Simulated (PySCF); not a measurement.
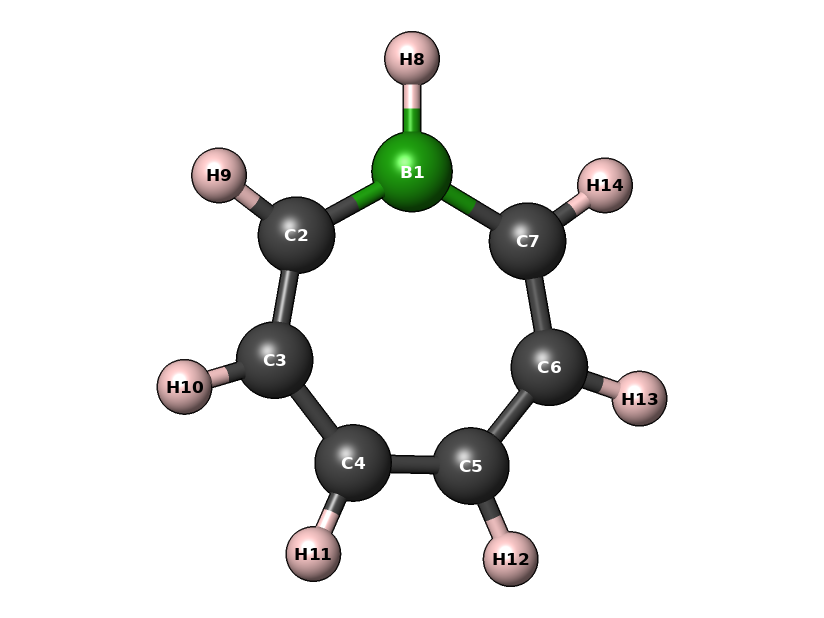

The computed structure is the end point of a PBE0-D3(BJ)/def2-SVP optimisation. No frequency run is at hand to confirm it as a minimum. Level of theory: B3LYP/pcJ-1 indirect spin-spin coupling, non-relativistic, gas phase (PySCF 2.14.0). Isotopes: 11B, 13C, 1H.

Give the spin–spin coupling constants of these pairs, with the number of bonds between them: B1/C2, B1/C6, B1/C3, B1/C4, B1/C5.

```
  pair  bonds apart  J (Hz)
B1, C2            1    65.4
B1, C6            2     2.0
B1, C3            2     2.0
B1, C4            3     1.6
B1, C5            3     1.6
```
